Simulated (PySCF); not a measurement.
# C5H6F2: a tour of settings

Aim: see how C5H6F2 (`C=C=C(C)C(F)F`) answers to the choice of functional, basis, grid and SCF options, and what happens with inputs that are wrong on purpose.

Programs: PySCF 2.14.0, with density-fitted response routines of our own. Each step states its level of theory. These are calculated values for one molecule in the gas phase, unless marked as measured. Atoms are numbered from 0 throughout.

**1. Starting geometry**

13 atoms, charge 0, multiplicity 1; geometry from: GFN2-xTB.

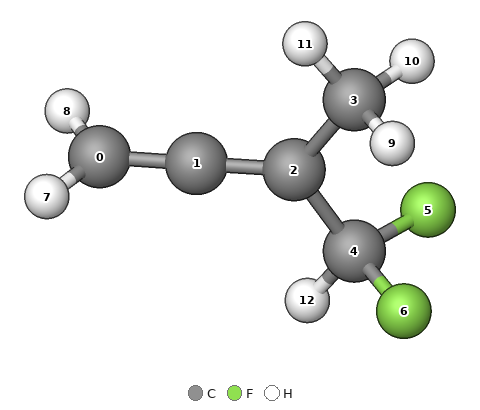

The starting geometry (carbon grey, fluorine green, hydrogen white), atoms numbered.

**2. Shielding tensors: PBE0/pcSseg-1**

What the job is given:

```
{"job": {"kind": "nmr", "xc": "PBE0", "basis": "pcSseg-1"}, "charge": 0, "multiplicity": 1}
C      1.987308    -0.654855    -1.229711
C      0.927372    -0.315598    -0.573016
C     -0.139808     0.014784     0.095160
C     -0.951282    -0.937965     0.924968
C     -0.638629     1.436640     0.061797
F     -1.911774     1.497019    -0.413287
F     -0.691503     1.967552     1.312896
H      2.968798    -0.606050    -0.785663
H      1.936791    -1.002141    -2.249358
H     -0.980434    -0.592057     1.957752
H     -1.973400    -0.971672     0.549218
H     -0.521457    -1.934545     0.890188
H     -0.016370     2.099374    -0.558671
```

Method: GIAO PBE0/pcSseg-1 NMR shielding, non-relativistic, gas phase.

Launch:

```bash
$ OMP_NUM_THREADS=1 python probes_run.py task.json out
```

One launch serves the whole session: the jobs run in the order shown.

What it wrote:

```text
coarse grid: 11328 points
cycle   1  E = -393.1655486274  dE =  9.357e-01  |g| = 6.982e-01  |ddm| = 3.484e+00
cycle   2  E = -393.0988839916  dE =  6.666e-02  |g| = 9.813e-01  |ddm| = 1.048e+00
cycle   3  E = -393.2511460155  dE = -1.523e-01  |g| = 7.726e-02  |ddm| = 6.527e-01
cycle   4  E = -393.2521786652  dE = -1.033e-03  |g| = 4.079e-02  |ddm| = 1.066e-01
cycle   5  E = -393.2525665918  dE = -3.879e-04  |g| = 1.304e-02  |ddm| = 4.744e-02
cycle   6  E = -393.2526072050  dE = -4.061e-05  |g| = 2.861e-03  |ddm| = 1.176e-02
cycle   7  E = -393.2526092617  dE = -2.057e-06  |g| = 4.959e-04  |ddm| = 2.998e-03
final grid: 111480 points
cycle   8  E = -393.3066666217  dE = -3.413e-05  |g| = 7.229e-03  |ddm| = 3.510e-02
cycle   9  E = -393.3066624162  dE =  4.206e-06  |g| = 9.035e-03  |ddm| = 1.392e-02
cycle  10  E = -393.3066785837  dE = -1.617e-05  |g| = 1.261e-03  |ddm| = 7.457e-03
cycle  11  E = -393.3066788847  dE = -3.010e-07  |g| = 2.802e-04  |ddm| = 1.066e-03
cycle  12  E = -393.3066789007  dE = -1.592e-08  |g| = 1.353e-04  |ddm| = 3.261e-04
cycle  13  E = -393.3066789049  dE = -4.200e-09  |g| = 2.035e-05  |ddm| = 1.334e-04
cycle  14  E = -393.3066789049  dE = -8.890e-11  |g| = 6.281e-06  |ddm| = 1.973e-05
converged SCF energy = -393.3066789049

GIAO shielding tensors (ppm)
atom      isotropic    diamagn.    paramagn.     s11        s22        s33       span
  0 C      105.698     263.077    -157.379     17.644    128.326    171.124    153.481
  1 C      -33.607     261.187    -294.794    -67.306    -40.019      6.505     73.811
  2 C       83.648     261.604    -177.957      6.022     95.916    149.005    142.983
  3 C      173.670     244.167     -70.497    166.524    168.708    185.779     19.255
  4 C       63.643     239.364    -175.721     47.426     64.491     79.011     31.585
  5 F      303.012     472.489    -169.477    185.822    333.558    389.657    203.835
  6 F      303.211     472.460    -169.249    186.158    333.631    389.844    203.685
  7 H       26.534      30.077      -3.543     24.516     25.007     30.080      5.564
  8 H       26.538      30.056      -3.518     24.525     25.000     30.089      5.564
  9 H       29.529      28.282       1.247     24.827     28.315     35.444     10.617
 10 H       29.525      28.285       1.240     24.818     28.325     35.432     10.614
 11 H       30.009      29.528       0.481     25.789     28.423     35.815     10.026
 12 H       25.200      28.929      -3.730     23.527     23.644     28.428      4.901
```

Run time: 20 s. Hardware: 1 thread of Intel Xeon Platinum 8488C, shared host; peak memory 0.67 GiB.

Shifts follow as δ = σ(reference) − σ, with reference shieldings (ppm) from runs at the same level and on the same kind of geometry: ¹H TMS 31.72, ¹³C TMS 186.9, ¹⁹F CFCl3 170.9. The references are single molecules in the gas phase, so shifts against H2O, NH3, PH3, H3PO4 or CFCl3 are not on the usual liquid scales and can be off by tens of ppm. Atoms listed in one row are averaged.

| atoms | environment | σ (ppm) | δ (ppm) | δ scaled to CDCl3 |
| --- | --- | --- | --- | --- |
| C1 | central carbon of an allene | -33.6 | 220.5 | 213.3 |
| C4 | allylic sp3 CH bonded to 2 F | 63.6 | 123.3 | 118.4 |
| C2 | terminal carbon of a cumulated C=C=C unit | 83.6 | 103.3 | 98.9 |
| C0 | terminal carbon of a cumulated C=C=C unit | 105.7 | 81.2 | 77.4 |
| C3 | allylic methyl carbon | 173.7 | 13.3 | 11.0 |
| H12 | hydrogen on an allylic sp3 CH bonded to 2 F | 25.20 | 6.52 | 6.25 |
| H7, H8 | hydrogen on a terminal carbon of a cumulated C=C=C unit | 26.54 | 5.18 | 4.99 |
| H9, H10, H11 | hydrogen on an allylic methyl carbon | 29.69 | 2.03 | 2.02 |
| F5, F6 | fluorine of a CF2 group | 303.1 | -132.2 | – |

The scaled column applies a straight-line fit of computed shieldings to shifts measured in CDCl3, and one for carbons that bear F (root-mean-square error 0.16 ppm for H, 1.9 ppm for C).

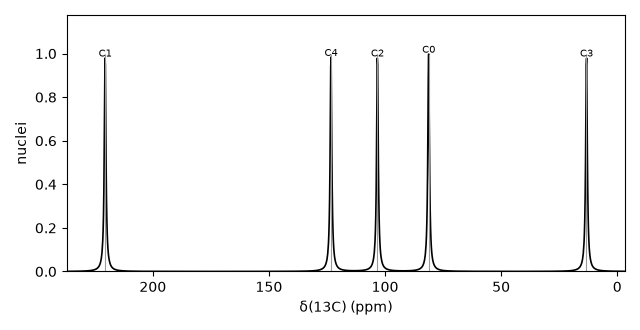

¹³C lines at the computed shifts, without couplings. Lines are broadened to a width of 0.83 ppm (Lorentzian).

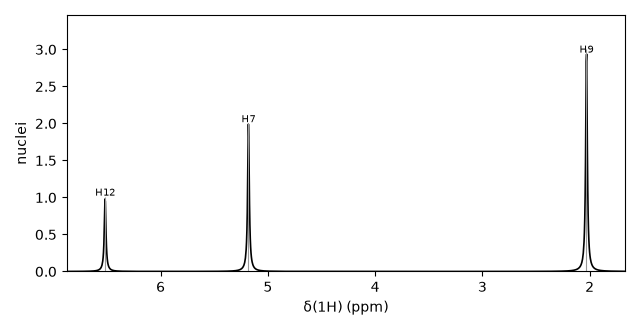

¹H lines at the computed shifts, without couplings. Lines are broadened to a width of 0.02 ppm (Lorentzian).

Charges from the same density, by scheme (e):

| atoms | Mulliken | IAO | Hirshfeld | ESP fit |
| --- | --- | --- | --- | --- |
| C0 | -0.13 | -0.35 | -0.10 | -0.52 |
| C1 | 0.00 | 0.03 | 0.01 | 0.10 |
| C2 | -0.51 | -0.07 | -0.03 | -0.03 |
| C3 | -0.15 | -0.42 | -0.12 | -0.42 |
| C4 | 0.59 | 0.44 | 0.15 | 0.17 |
| F5, F6 | -0.30 | -0.31 | -0.11 | -0.17 |

ESP fit charges:

C0 -0.52; C1 0.10; C2 -0.03; C3 -0.42; C4 0.17; F5 -0.17; F6 -0.17; H7 0.22; H8 0.22; H9 0.16; H10 0.16; H11 0.15; H12 0.12

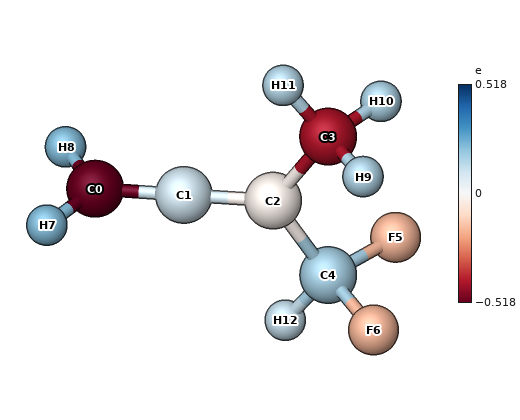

ESP fit charges, as colours on the atoms.

Mayer bond orders: C0–C1 2.12, C1–C2 1.75, C2–C3 1.06, C2–C4 1.06, C4–F5 0.94, C4–F6 0.94.

The fields below are evaluated on a grid from the run's orbitals.

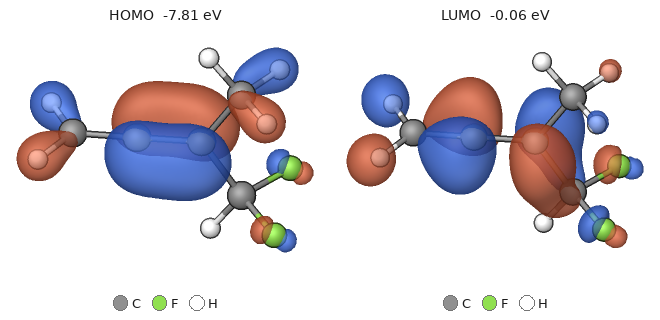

Frontier orbitals at PBE0/pcSseg-1; each surface holds 70 % of the orbital's density, blue and red mark the sign.

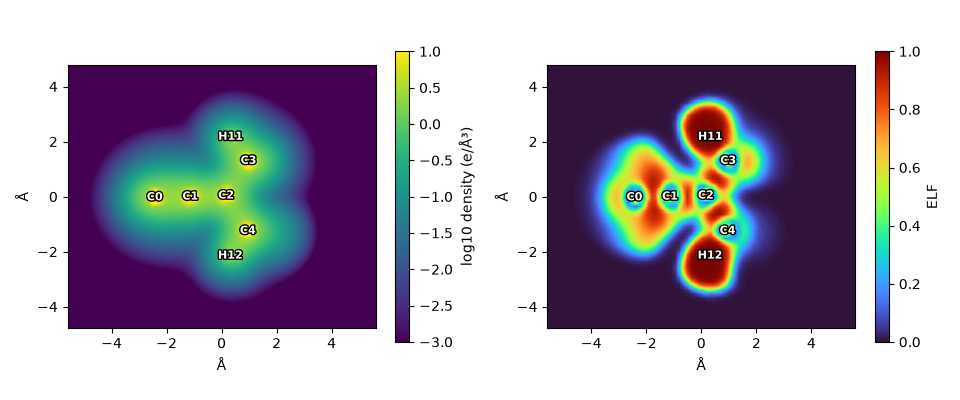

Density (left) and ELF (right) in a plane through or near 7 of the atoms.

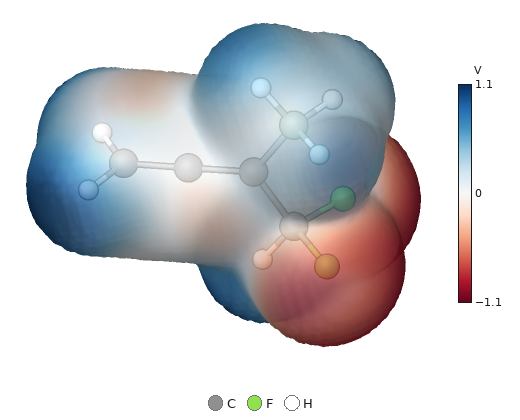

The potential that a unit positive charge feels on the 0.002 e/bohr³ surface, from the 1st to the 99th percentile, from -0.91 V near F5 to 1.10 V near H8.

**3. Ultraviolet spectrum: PBE0/def2-SVPD**

Settings changed since step 2:

```diff
@@ -1,2 +1,2 @@
-{"job": {"kind": "nmr", "xc": "PBE0", "basis": "pcSseg-1"}, "charge": 0, "multiplicity": 1}
+{"job": {"kind": "uv", "xc": "PBE0", "basis": "def2-SVPD", "nstates": 6, "ntriplets": 2}, "charge": 0, "multiplicity": 1}
 C      1.987308    -0.654855    -1.229711
```

Level: TDDFT PBE0/def2-SVPD, vertical, gas phase, core orbitals frozen in the response.

What it wrote:

```text
coarse grid: 11328 points
cycle   1  E = -392.9398975294  dE =  8.783e-01  |g| = 6.485e-01  |ddm| = 7.157e+00
cycle   2  E = -392.8778463999  dE =  6.205e-02  |g| = 9.089e-01  |ddm| = 1.817e+00
cycle   3  E = -393.0186907543  dE = -1.408e-01  |g| = 7.742e-02  |ddm| = 1.180e+00
cycle   4  E = -393.0197666581  dE = -1.076e-03  |g| = 3.697e-02  |ddm| = 1.704e-01
cycle   5  E = -393.0200868655  dE = -3.202e-04  |g| = 1.247e-02  |ddm| = 8.226e-02
cycle   6  E = -393.0201250693  dE = -3.820e-05  |g| = 2.923e-03  |ddm| = 2.618e-02
cycle   7  E = -393.0201273310  dE = -2.262e-06  |g| = 4.536e-04  |ddm| = 6.685e-03
final grid: 111480 points
cycle   8  E = -393.0744460432  dE = -3.060e-05  |g| = 7.092e-03  |ddm| = 1.108e-01
cycle   9  E = -393.0744412410  dE =  4.802e-06  |g| = 8.990e-03  |ddm| = 2.341e-02
cycle  10  E = -393.0744577784  dE = -1.654e-05  |g| = 1.215e-03  |ddm| = 1.145e-02
cycle  11  E = -393.0744580840  dE = -3.056e-07  |g| = 2.369e-04  |ddm| = 1.981e-03
cycle  12  E = -393.0744580954  dE = -1.141e-08  |g| = 1.195e-04  |ddm| = 5.472e-04
cycle  13  E = -393.0744580989  dE = -3.471e-09  |g| = 1.949e-05  |ddm| = 2.171e-04
cycle  14  E = -393.0744580990  dE = -8.549e-11  |g| = 6.567e-06  |ddm| = 6.356e-05
converged SCF energy = -393.0744580990

Static polarisability (au): isotropic 65.476, principal 48.539 55.068 92.822

Singlet excitations
state   eV       nm        f      main configurations
  1   5.8678    211.3   0.00010   H->L+1 0.89, H-1->L 0.10
  2   6.2663    197.9   0.00000   H-1->L 0.90, H->L+1 0.10
  3   7.1801    172.7   0.08467   H->L 0.69, H-1->L+1 0.26
  4   7.2697    170.5   0.00109   H->L+2 0.98
  5   7.6199    162.7   0.08337   H-1->L+2 0.94
  6   7.9154    156.6   1.12800   H-1->L+1 0.65, H->L 0.24

Triplet excitations (Tamm-Dancoff, eV): 4.5477 4.8502
```

It took 27 s on 1 thread of Intel Xeon Platinum 8488C, shared host; peak memory 0.78 GiB.

Frontier orbitals and where they lie:

| orbital | eV | atoms |
| --- | --- | --- |
| HOMO−3 | -11.19 | C3 32 %, H11 14 %, F6 11 % |
| HOMO−2 | -10.00 | F6 19 %, F5 19 %, C4 19 % |
| HOMO−1 | -8.23 | C0 39 %, C1 32 %, C2 7 % |
| HOMO | -7.84 | C2 34 %, C1 31 %, C0 8 % |
| LUMO | -0.13 | C1 29 %, C2 26 %, C0 13 % |
| LUMO+1 | -0.10 | C0 34 %, C1 32 %, C2 7 % |
| LUMO+2 | 0.62 | C0 25 %, C1 16 %, C3 10 % |

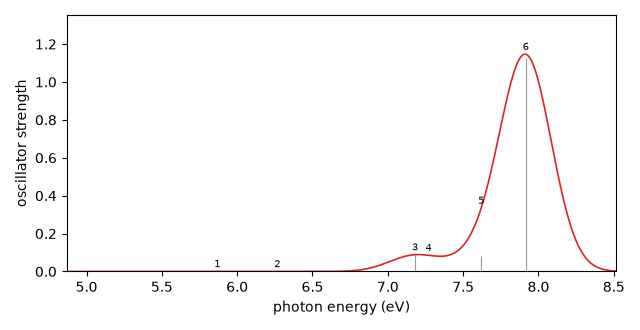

Absorption spectrum from the 6 singlet states computed; above the last one it falls off for lack of states. Lines are broadened to a width of 0.40 eV (Gaussian).

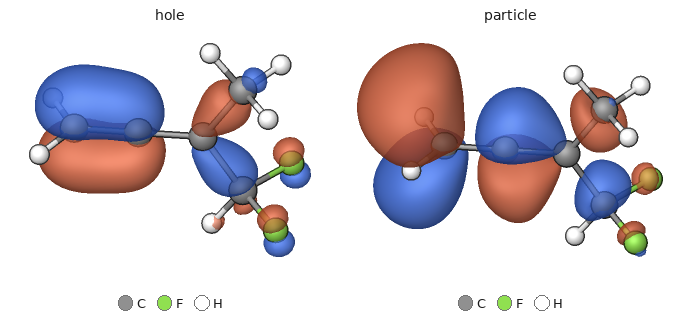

Leading natural transition orbitals of singlet state 6: the electron leaves the hole (left) for the particle orbital (right).

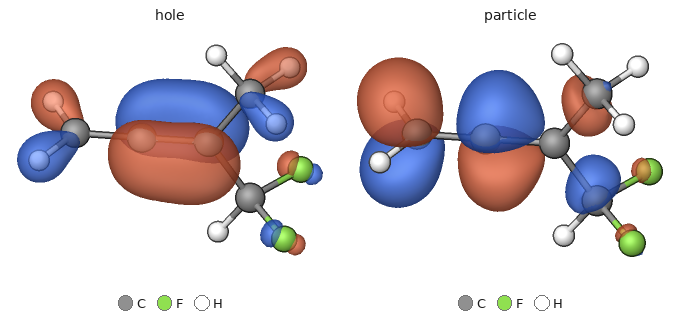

Leading natural transition orbitals of singlet state 1: the electron leaves the hole (left) for the particle orbital (right).

Ground-state properties from the same run:

| property | computed |
| --- | --- |
| dipole moment (D) | 2.39 |
| polarisability (Å³) | 9.70 |
| HOMO–LUMO gap (eV) | 7.72 |
| −ε(HOMO) (eV) | 7.84 |

**4. Ultraviolet spectrum: PBE0/def2-SVPD**

Settings changed since step 3:

```diff
@@ -1,2 +1,2 @@
-{"job": {"kind": "uv", "xc": "PBE0", "basis": "def2-SVPD", "nstates": 6, "ntriplets": 2}, "charge": 0, "multiplicity": 1}
+{"job": {"kind": "uv", "xc": "PBE0", "basis": "def2-SVPD", "nstates": 12, "ntriplets": 5, "tda": false, "scf": {"aux": "cc-pvdz-ri", "max_cycle": 61}}, "charge": -1, "multiplicity": 1}
 C      1.987308    -0.654855    -1.229711
```

With the program's defaults for keys left out, this is: PBE0/def2-SVPD.

What it wrote:

```text
RuntimeError: Electron number 55 and spin 0 are not consistent
Note mol.spin = 2S = Nalpha - Nbeta, not 2S+1
```

Hardware: 1 thread of Intel Xeon Platinum 8488C, shared host.

Why it failed: Charge and multiplicity don't fit the number of electrons: an even count needs an odd multiplicity, and the reverse. The remedy is to mend the charge or the multiplicity.

(Part 1 of 2 ends here.)
